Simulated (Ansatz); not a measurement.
What H interstitial (started 2.82 Å from the nearest host atom), symmetric start does to HgTe

Base system: an 8-atom supercell of HgTe in the zinc blende structure (space group F-43m, No. 216; a = 6.510 Å) at its relaxed geometry.

The change: a neutral H interstitial (started 2.82 Å from the nearest host atom), symmetric start, atoms relaxed at fixed cell.

Calculations: plane-wave PAW DFT at the PBEsol level (Ansatz, a quantum-chemistry and plane-wave program, 420 eV), no spin-orbit coupling. k-mesh 4×4×4 (Γ-centred); smearing 0.05 eV (Fermi–Dirac).

```json
[
 {"quantity": "pressure", "base": "0.0 GPa", "changed": "0.0 GPa", "shift": "0.0 GPa"},
 {"quantity": "largest displacement of a host atom from its site in the perfect cell", "base": "–", "changed": "0.06 Å", "shift": "–"}
]
```

Final structure:

```
Hg4Te4H
1.0
   -6.50978     0.00000     0.00000
    0.00000     0.00000     6.50978
    0.00000     6.50978     0.00000
Te Hg H
4 4 1
Cartesian
 -1.59218   4.84707   4.91760
 -4.91760   1.66271   4.91760
 -4.91760   4.84707   1.59218
 -1.59218   1.66271   1.59218
  0.00000   0.00000   0.00000
 -3.25489   3.25489   0.00000
 -3.25489   0.00000   3.25489
  0.00000   3.25489   3.25489
  0.00000   3.25489   0.00000
```

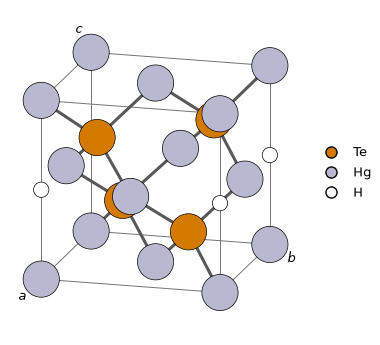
Figure. The relaxed cell after the change

In so small a cell the defect repeats every few ångströms: this is an ordered compound, not a dilute defect. A case with no gap was solved on a k-mesh chosen for an insulator, which is coarse for it. The defect started on the symmetric site and kept its symmetry, so it may sit on a saddle. The final runs are not spin-polarised. The defect cell is not spin-polarised.
